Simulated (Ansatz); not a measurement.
**Al$_{2}$NH$_{7}$O: nudged elastic band (part 2 of 2)**

Al$_{2}$NH$_{7}$O; RHF/6-31G* (Ansatz 0.2.0). The run did not end well. It belongs to a series of runs on one base structure; here: band between the two ends.

Geometry of the input (Å):
```
Al -0.0311  0.1128  0.2698
H  -0.3383  -1.1726  1.1515
H  1.3201  0.2423  -0.5553
N  -1.5943  0.6567  -0.7987
H  -2.3542  -0.0013  -0.7762
H  -1.3886  0.8298  -1.7675
O  -0.4210  1.6834  1.1981
Al -1.9150  2.2880  0.2583
H  -3.2358  2.1726  1.1337
H  -1.5895  3.6018  -0.5732
H  0.0031  2.0547  1.9581
```

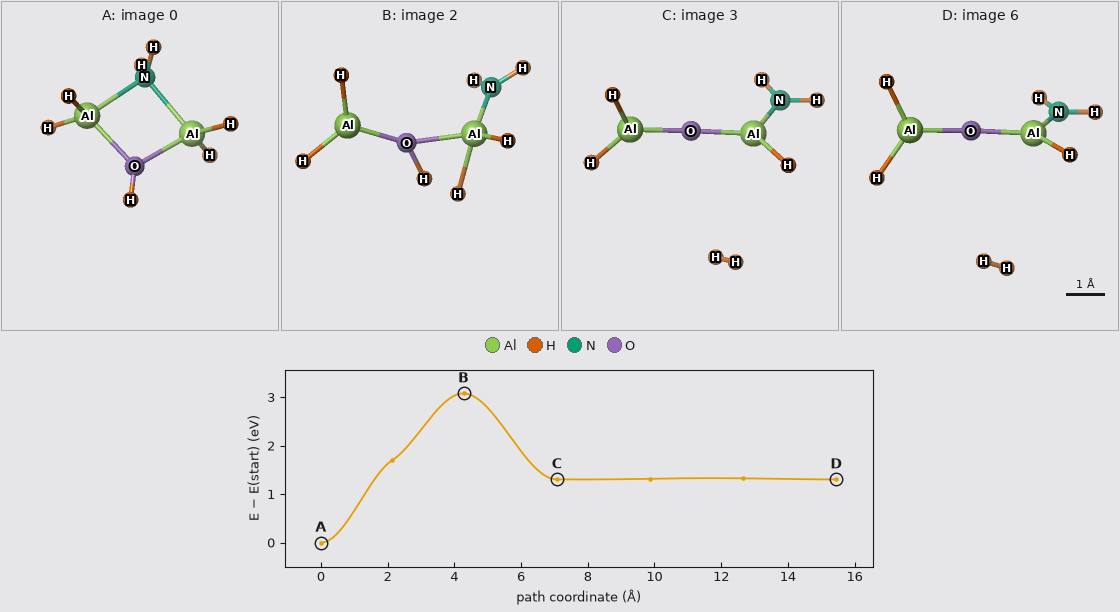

**Figure 1.** Images of the last band (counted from 0; ball-and-stick, seen at a tilt) above the energy along the path; the line is a cubic interpolation that uses the forces. The highest image is number 2, 3.080 eV above the start and 1.776 eV above the end (the climbing image); the end lies 1.304 eV above the start. The path is 15.45 Å long. The band had not converged after 60 iterations.

```
Unfinished report: {"positions_ang":[[-0.22206517947980886,0.3639225842015493,-0.09623405703057948],[-0.5853298057460035,-0.20461930873314982,1.5884937469797986],[1.3348802434229274,0.53255267507574,-0.30843619377943615],[-1.184789415455839,-0.4384296225217171,-1.3611890981302048],[-2.1598099657084604,-0.6482708610404615,-1.3242872691953054],[-0.773674982415875,-0.8728173388707394,-2.160858125662987],[-1.069240413755015,1.73631807087724,0.7828234256960603],[-1.7779813706823462,3.2946564668016367,0.9110636386499978],[-2.5200002507714765,3.6417135890044667,2.2566755132810696],[-1.6410100807723778,4.276956794020148,-0.31198882377939324],[-0.9454817686357261,0.7861169511852888,1.5224372429709796]],"unchecked":["starts","cluster_reference","orbital_swaps","neighbouring_geometries","increment"],"mean_field":{"relativity":"none","state":{"energy":{"ev":-16795.526999613674,"hartree":-617.2242328187149},"converged":true,"gradient_ev":8.668910865429073e-6,"stability":{"kind":"minimum","curvature_ev":40.35754430587703},"curvature_floor_ev":0.00030000000000000003,"spin_squared":-1.0658141036401503e-14},"others":[],"fillings":{"estimated":0,"unestimated":0,"tried":0,"untried":0,"excluded_magnetic_sites":0},"n_dropped_functions":0,"n_trapped_functions":0,"passes":{"evaluations":3,"products":22},"factors":{"origin":"Cholesky decomposition","count":881,"bound_ev":0.0004634469929772335},"gradient_stop_ev":0.00009,"reference_kind":"stationary","symmetry":{"irreps":["A"],"axes":[[0.9969404685460383,-0.05895010735063326,0.051328228281857215],[0.06179029419712284,0.996537806062624,-0.055626977546197304],[-0.047871303703143915,0.058628371384858935,0.997131411776061]],"occupied":[{"A":24},{"A":24}]},"held":{"pivots":881,"left_out":1,"joined":0},"density_repulsion":{"missed_ev":0.0000456968216683414,"excess_ev":7.570472437551311e-10,"most_excess_ev":0.0001296,"are_drawn_again":false,"n_first_factors":881,"energy_change_ev":0.0,"n_dropped_ends":0}},"factors":{"origin":"Cholesky decomposition","count":881,"bound_ev":0.0004634469929772335},"n_frozen":0,"n_occupied":[24,24],"n_virtual":[58,58],"reference":{"ev":-16795.526999613674,"hartree":-617.2242328187149},"total":{"ev":-16795.526999613674,"hartree":-617.2242328187149},"forces_ev_per_angstrom":[[-0.005214462956277168,0.0018183741651152474,0.008606154565287351],[0.00864196909575599,0.007989916062063668,0.0030303638820319188],[-0.0007561640045635373,0.0017105951454367118,0.0012827547614211873],[0.0019566935498883374,-0.0011903884819562706,-0.0012290309345831855],[0.00014735806296014677,0.00033764123784601335,0.0006235435961297254],[0.00016107574864974135,0.000010471786560989398,-0.00009979658768456806],[-0.013121953763477934,0.007047200767890777,-0.014277394413189193],[0.017383707454446447,0.0058476305485280575,0.006632275488011045],[-0.0017523175459375289,-0.0010799670836648043,-0.0005291287711505667],[-0.0036023552154744354,-0.000844309643924946,-0.0018687889998155029],[-0.0038435504241606413,-0.021647164504623916,-0.0021709525861223055]],"charge_distribution":{"dipole_moment_e_ang":[-0.3508454017148672,0.2428962510734871,0.019407722344186595],"mulliken_charges_e":[0.9567863510322194,-0.28381898766784674,-0.19958716280570665,-1.0928603168731232,0.350976875131224,0.3595207344613658,-1.0183160260267616,0.8849872417600189,-0.16498707204086038,-0.15819267910003632,0.36549104212950245],"lowdin_charges_e":[0.1080594270321189,-0.14646224073912406,-0.12818128641668158,-0.5208487344598334,0.23442544023562062,0.23868291906744488,-0.3066821738655605,0.38223189895579424,-0.10860967960964185,-0.10344102574791725,0.35082545554778]},"n_threads":1,"memory_gib":1.7045454550534487,"seconds":{"hamiltonian":1.772090188,"orbitals":0.0,"second_order":0.0,"solver_start":0.0,"cycles":0.0,"cycle":0.0,"perturbative":0.0,"full_ci_increment":0.0,"forces":0.0}}
this run last wrote the band of iteration 60 to [file]
Error: NEB band did not converge after 60 iterations: max|band force component| = 1.45e-1 eV/Å (threshold 5.0e-2); raise `neb.max_iterations` in a new run, which can start from the last band evaluated (`neb.initial_path`, with `crystal.atoms` and `neb.final_atoms` set to its first and last images), add images, or start from endpoints closer to local minima. Where this run's directory can be resumed (`checkpoint.write`), a resume goes on for up to `neb.max_iterations` more; to start a new run from the last band, take its images' positions from the `neb_iteration` event of iteration 60 (`data.images[].positions_ang`), in the event stream of the run that computed that iteration (not this run's, if it was resumed behind it). With `checkpoint.write`, `steps/00-neb/state/checkpoint.json` in the run directory holds the last saved band, under `neb.evaluated.images[].positions_ang` (a band under a hybrid functional on support functions is neither saved nor resumed: `neb.initial_path` says where its path is): check the last entry of `neb.iterations` there, which is earlier than 60 if that iteration was not saved or its write failed. If the band's step has no `state` directory and holds `state.next`, a write was cut short, and the file is under `state.next` instead (behind a loss of power it can be under `state.prev`)
this run wrote the band of iteration 60 to [file] as well, whether or not its events were kept: a new run's `neb.initial_path` can list its `images[].positions_ang`
a run's events are kept only if it was started with --events-out <file>, and are in that file
```

The last band as extended XYZ (Å, eV, eV/Å)
```
11
Properties=species:S:1:pos:R:3:forces:R:3 image=0 energy=-16798.60678
Al   -0.0311    0.1128    0.2698   -0.0001  -0.0008   0.0000
H    -0.3383   -1.1726    1.1515   -0.0002  -0.0004  -0.0005
H     1.3201    0.2423   -0.5553   -0.0002   0.0009   0.0001
N    -1.5943    0.6567   -0.7987    0.0017   0.0009   0.0014
H    -2.3542   -0.0013   -0.7762   -0.0007  -0.0006  -0.0006
H    -1.3886    0.8298   -1.7675   -0.0004  -0.0004   0.0001
O    -0.4210    1.6834    1.1981   -0.0006  -0.0002   0.0005
Al   -1.9150    2.2880    0.2583   -0.0008  -0.0003   0.0001
H    -3.2358    2.1726    1.1337   -0.0004   0.0002  -0.0003
H    -1.5895    3.6018   -0.5732    0.0008  -0.0001   0.0004
H     0.0031    2.0547    1.9581    0.0008   0.0008  -0.0013
11
Properties=species:S:1:pos:R:3:forces:R:3 image=1 energy=-16796.90542
Al   -0.0663    0.1685    0.0764    0.0282  -0.0432   0.0578
H    -0.1733   -0.8239    1.3343    0.0616  -0.1462  -0.0479
H     1.3443    0.5439   -0.5614    0.0034  -0.0233  -0.0242
N    -1.4639    0.1331   -1.1231   -0.0599   0.1300   0.0554
H    -2.2083   -0.5236   -0.9820   -0.0099   0.0377   0.0665
H    -1.2147    0.0792   -2.0938   -0.0904   0.2119   0.0231
O    -0.6388    1.7177    1.1241    0.1034  -0.0185   0.0729
Al   -1.8622    2.8744    0.5949   -0.0092  -0.0770  -0.0867
H    -2.9315    3.0919    1.7359   -0.1007  -0.1089  -0.1454
H    -1.6043    3.8306   -0.6142    0.0459  -0.0982  -0.0859
H    -0.7256    1.3764    2.0074    0.0275   0.1358   0.1143
11
Properties=species:S:1:pos:R:3:forces:R:3 image=2 energy=-16795.52700
Al   -0.2221    0.3639   -0.0962   -0.0052   0.0018   0.0086
H    -0.5853   -0.2046    1.5885    0.0086   0.0080   0.0030
H     1.3349    0.5326   -0.3084   -0.0008   0.0017   0.0013
N    -1.1848   -0.4384   -1.3612    0.0020  -0.0012  -0.0012
H    -2.1598   -0.6483   -1.3243    0.0001   0.0003   0.0006
H    -0.7737   -0.8728   -2.1609    0.0002   0.0000  -0.0001
O    -1.0692    1.7363    0.7828   -0.0131   0.0070  -0.0143
Al   -1.7780    3.2947    0.9111    0.0174   0.0058   0.0066
H    -2.5200    3.6417    2.2567   -0.0018  -0.0011  -0.0005
H    -1.6410    4.2770   -0.3120   -0.0036  -0.0008  -0.0019
H    -0.9455    0.7861    1.5224   -0.0038  -0.0216  -0.0022
11
Properties=species:S:1:pos:R:3:forces:R:3 image=3 energy=-16797.30071
Al   -0.3930    0.7488   -0.6530   -0.0056  -0.0183   0.0096
H    -0.6492   -0.2838    2.8422   -0.0014   0.0001   0.0040
H     1.1469    0.5170   -0.3996    0.0020   0.0048  -0.0061
N    -1.2853   -0.4159   -1.6436    0.0066   0.0000  -0.0049
H    -2.2602   -0.3782   -1.8541    0.0011   0.0029  -0.0020
H    -0.8711   -1.2197   -2.0672   -0.0029  -0.0010   0.0011
O    -1.1874    2.0845    0.0040    0.0007   0.0173  -0.0040
Al   -1.8334    3.4915    0.6627   -0.0061  -0.0017  -0.0054
H    -2.7009    3.4038    1.9832    0.0052  -0.0016   0.0029
H    -1.5705    4.8758   -0.0577   -0.0012   0.0028   0.0006
H     0.0596   -0.3558    2.6815    0.0016  -0.0053   0.0043
11
Properties=species:S:1:pos:R:3:forces:R:3 image=4 energy=-16797.28859
Al   -0.4396    0.7263   -0.6790    0.0356   0.0509  -0.0242
H     0.2146   -0.3739    2.9027   -0.0053  -0.0008   0.0073
H     0.9787    0.2721   -0.1618    0.0107  -0.0064   0.0130
N    -1.3687   -0.3668   -1.7134   -0.0666  -0.0140  -0.0281
H    -1.0600   -1.2702   -2.0059    0.0186   0.0073   0.0121
H    -2.2813   -0.1821   -2.0745    0.0153  -0.0025  -0.0067
O    -1.0673    2.2380   -0.2618   -0.0167  -0.0357   0.0494
Al   -1.8303    3.5495    0.4680   -0.0038  -0.0142  -0.0058
H    -3.1097    3.2832    1.3625   -0.0001   0.0108   0.0085
H    -1.2690    5.0117    0.2549    0.0077   0.0033  -0.0196
H    -0.3119   -0.4198    3.4069    0.0046   0.0013  -0.0060
11
Properties=species:S:1:pos:R:3:forces:R:3 image=5 energy=-16797.27921
Al   -0.2998    0.9581   -0.8407    0.0714  -0.0156  -0.0628
H    -0.5874   -0.8769    2.2794    0.0011  -0.0002   0.0024
H     1.2285    1.0018   -1.2302   -0.0031   0.0022   0.0033
N    -1.2213   -0.5295   -1.1096   -0.1451   0.1195   0.0889
H    -0.8778   -1.3722   -1.5168    0.0548  -0.0244  -0.0085
H    -2.1965   -0.6127   -0.9064    0.0350  -0.0616  -0.0289
O    -1.0700    2.3081   -0.1817    0.0057  -0.0463   0.0472
Al   -1.8302    3.6408    0.5086   -0.0147   0.0696  -0.1125
H    -3.4073    3.7484    0.4355   -0.0118  -0.0129   0.0349
H    -0.9650    4.7894    1.1671    0.0100  -0.0245   0.0429
H    -0.3178   -0.5871    2.8934   -0.0033  -0.0058  -0.0069
11
Properties=species:S:1:pos:R:3:forces:R:3 image=6 energy=-16797.30258
Al   -0.4768    0.8329   -0.8955   -0.0021   0.0036  -0.0003
H     0.1959   -0.4968    2.7229    0.0013   0.0002  -0.0004
H     1.0708    0.8869   -1.1991   -0.0010  -0.0005   0.0008
N    -1.3993   -0.5964   -1.3843    0.0017   0.0025   0.0002
H    -1.0004   -1.3854   -1.8485    0.0009  -0.0016   0.0020
H    -2.3770   -0.7378   -1.2417   -0.0030   0.0008  -0.0019
O    -1.2494    2.1212   -0.1260    0.0023  -0.0033   0.0011
Al   -1.8951    3.4703    0.6448    0.0009  -0.0009  -0.0011
H    -2.4981    4.6475   -0.2237   -0.0001  -0.0004  -0.0002
H    -1.8919    3.5330    2.2263   -0.0005  -0.0008  -0.0002
H    -0.0232    0.1927    2.8233   -0.0004   0.0004   0.0000
```

What the run reported

```tsv
quantity	value
outcome	not converged
barrier, forward (band not converged)	3.080 eV
barrier, backward	1.776 eV
hardware	1 thread of AMD EPYC (Zen 3), 32 GiB of memory available, shared host
wall time	8.7 min
peak memory	0.17 GiB
```

What went wrong

The run did not converge: “NEB band did not converge after 60 iterations: max|band force component| = 1.45e-1 eV/Å (threshold 5.0e-2); raise `neb.max_iterations` in a new run, which can start from the last band evaluated (`neb.initial_path`, with `crystal.atoms` and `neb.final_atoms` set to its first and last images), add images, or start from endpoints closer to local minima …” Its last values are not results.
